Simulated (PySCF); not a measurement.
C3H8BrFSi (SMILES C[Si](C)(F)CBr)

```yaml
atoms:
  - { symbol: C, position_ang: [-0.4715, 1.6023, 0.7682] }
  - { symbol: Si, position_ang: [-0.2130, 0.1446, -0.4095] }
  - { symbol: C, position_ang: [-1.1490, -1.4356, 0.0437] }
  - { symbol: F, position_ang: [-0.6902, 0.6064, -1.8976] }
  - { symbol: C, position_ang: [1.6498, -0.2120, -0.6548] }
  - { symbol: Br, position_ang: [2.4547, -0.7961, 1.0277] }
  - { symbol: H, position_ang: [-0.1360, 1.3708, 1.7746] }
  - { symbol: H, position_ang: [0.0733, 2.4811, 0.4326] }
  - { symbol: H, position_ang: [-1.5221, 1.8715, 0.8239] }
  - { symbol: H, position_ang: [-0.8471, -1.8171, 1.0144] }
  - { symbol: H, position_ang: [-0.9742, -2.2203, -0.6880] }
  - { symbol: H, position_ang: [-2.2190, -1.2528, 0.0783] }
  - { symbol: H, position_ang: [2.2092, 0.6669, -0.9657] }
  - { symbol: H, position_ang: [1.8341, -1.0101, -1.3698] }
```

Geometry: GFN2-xTB.

Method: PySCF, CAM-B3LYP/def2-SVPD, SCF density, gas phase.

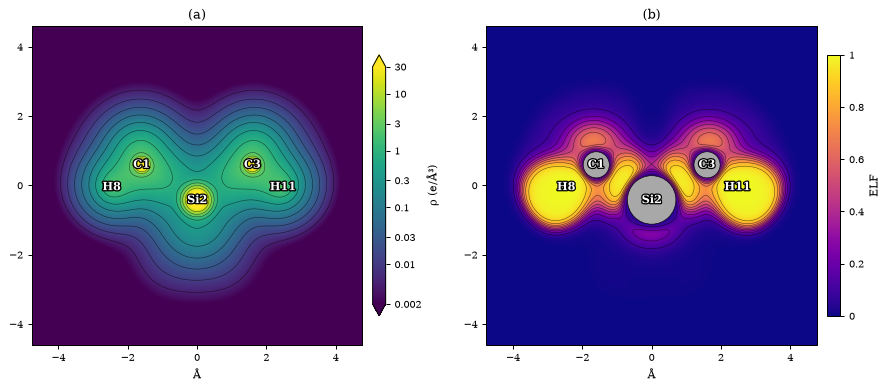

Figure 1. (a) total electron density; (b) electron localisation function on the plane of atoms Si2, C3 and H11. Grey discs cover the atomic cores in the ELF map.

Question: What do the fields say about this system?

Answer: The section cuts through C, Si and H sites. C–Si (1.89 Å): ρ at the midpoint is about 0.96 e/Å³; the ELF peaks at about 1 between the atoms, as expected for a covalent bond. C–H (1.09 Å): ρ at the midpoint is about 1.9 e/Å³; the ELF climbs to about 1 towards the hydrogen, as it does in any bond to H; an ordinary covalent bond to hydrogen.

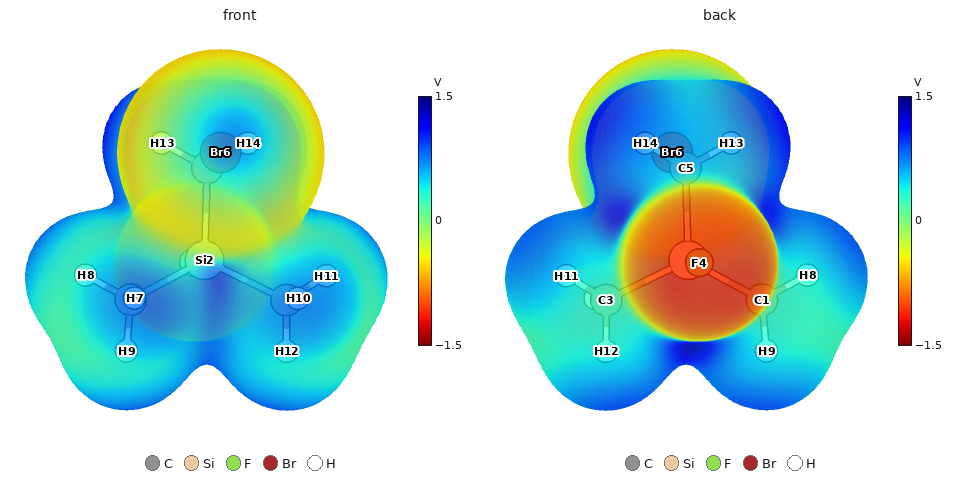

Figure 2. The molecular electrostatic potential painted on the density surface at 0.002 e/bohr³, seen from the front and from behind; the colour scale runs from red (negative) to blue (positive).

Question: Where is the surface potential most negative and most positive?

Answer: The most negative region (about −1.1 V) lies over F4, the most positive (about +1.2 V) over Si2. Br6 shows a σ-hole: about +0.6 V at the tip opposite its bond, against about −0.4 V on its flanks.

Question: How polar is the molecule by this calculation?

Answer: Its dipole moment is 0.79 D.
